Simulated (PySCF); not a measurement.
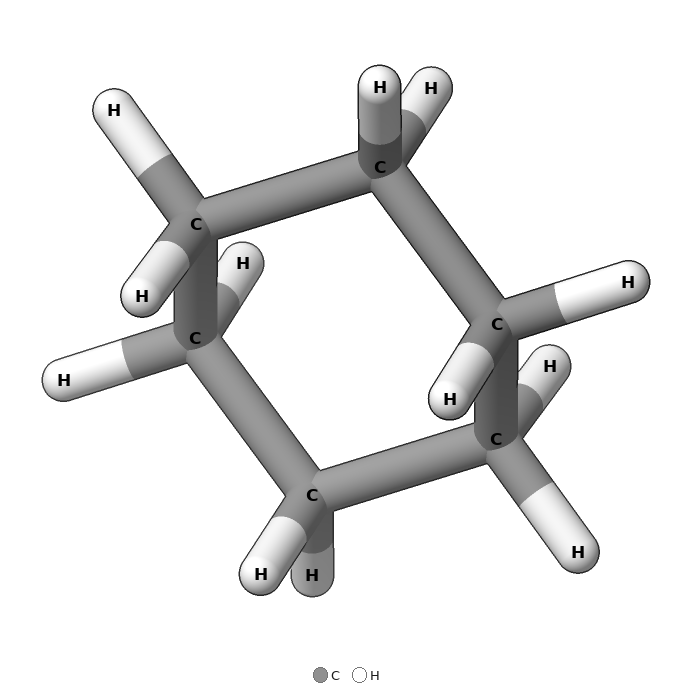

Computed geometry: GFN2-xTB optimisation. No frequency run is at hand to confirm it as a minimum.

Identify the structure.

Formula C₆H₁₂. Its SMILES string is `C1CCCCC1`. Independent rings (smallest set): 1 of 6 members. This geometry has D3d symmetry. Coordination: 6 C tetrahedral.

The parts below concern this one geometry. Atoms keep their numbers from picture to picture.

**Geometry**

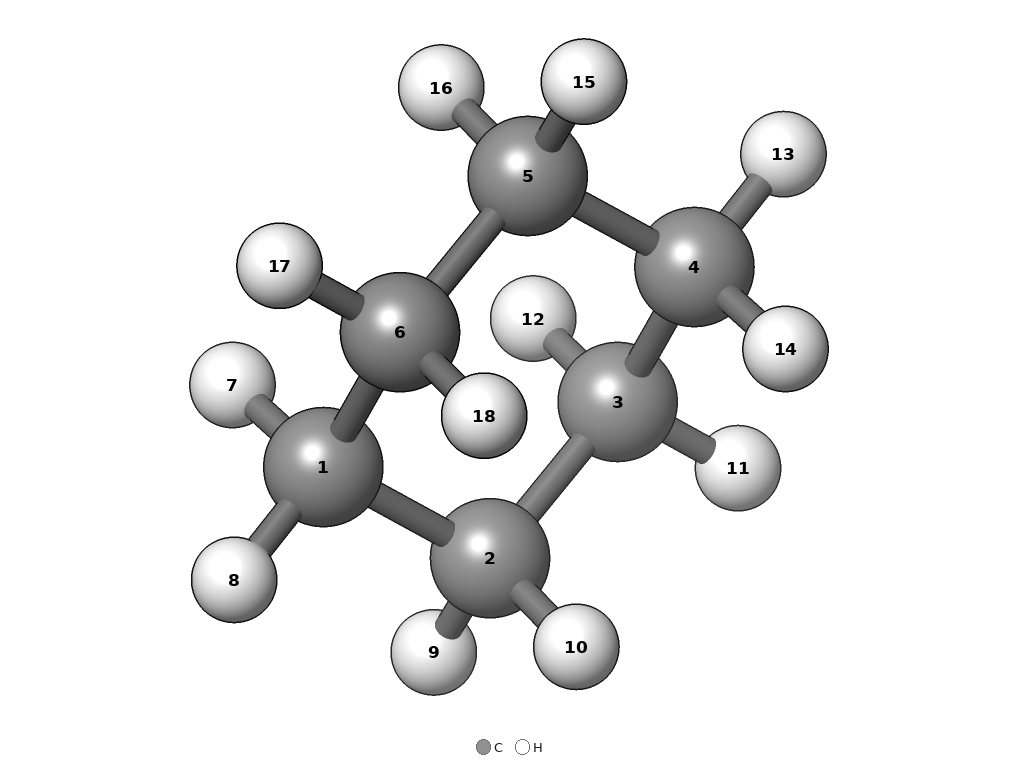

Numbered structure. No frequency run is at hand to confirm it as a minimum.

Give the bond lengths. Leave out bonds to hydrogen.

```csv
bond,length (Å),order
C1–C2,1.526,single
C1–C6,1.526,single
C2–C3,1.526,single
C3–C4,1.526,single
C4–C5,1.526,single
C5–C6,1.526,single
```

**Electronic properties**

No frequency run is at hand to confirm it as a minimum. Level of theory: PBE0/pcSseg-1, gas phase (PySCF 2.14.0).

Give the HOMO energy (Kohn–Sham orbital) at this level.

Answer. −8.30 eV.

Give the HOMO–LUMO gap at this level.

Answer. 9.85 eV.

**NMR shielding**

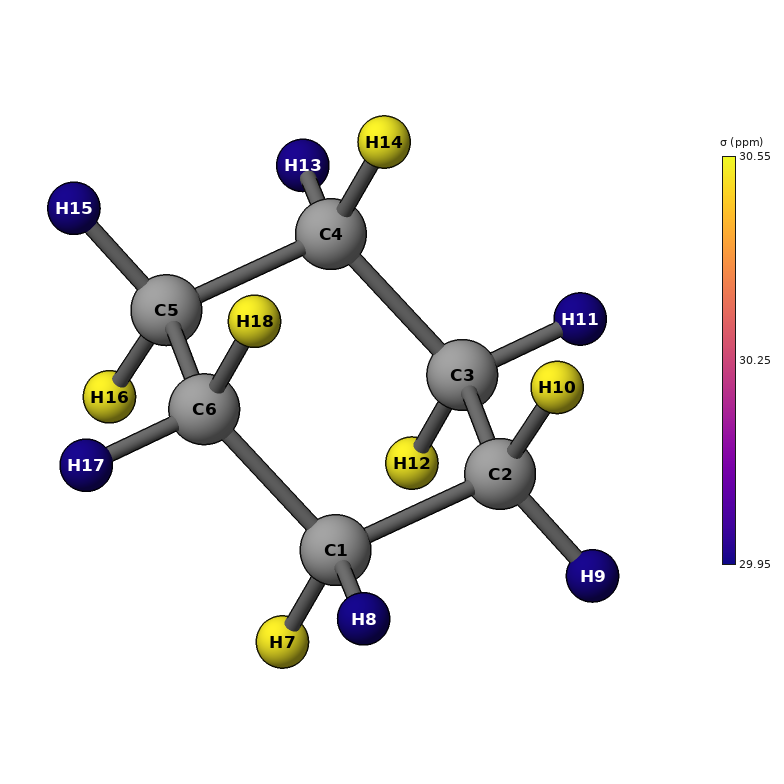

Atoms are coloured by their isotropic NMR shieldings (H only, the others grey). No frequency run is at hand to confirm it as a minimum. Properties computed with GIAO PBE0/pcSseg-1 NMR shielding, non-relativistic, gas phase (PySCF 2.14.0).

Give the isotropic NMR shieldings of the H atoms atom by atom.

```tsv
atom	σ (ppm)
H7	30.53
H8	29.96
H9	29.96
H10	30.53
H11	29.96
H12	30.53
H13	29.96
H14	30.53
H15	29.96
H16	30.53
H17	29.96
H18	30.53
```

**Ring current**

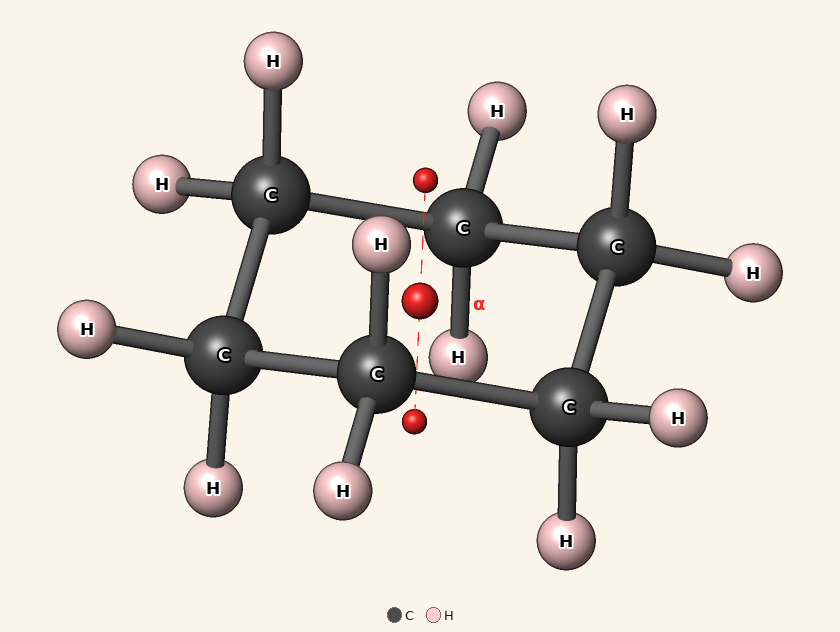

The small points mark where nucleus-independent chemical shifts (NICS) were computed: at the centre of each lettered ring and 1 Å above and below it. No frequency run is at hand to confirm it as a minimum. Level of theory: GIAO PBE0/pcSseg-1 NMR shielding, non-relativistic, gas phase (PySCF 2.14.0).

Give NICS(0), NICS(1) and the out-of-plane component NICS(1)zz for each ring (means of the two sides).

| ring | members | NICS(0) | NICS(1) | NICS(1)zz |
| --- | --- | --- | --- | --- |
| α | C6 | −1.9 | −2.2 | 3.1 |

Values in ppm.

What do the values say about the ring currents?

Answer. Ring α: weak, as in a non-aromatic ring. NICS is one index among several.
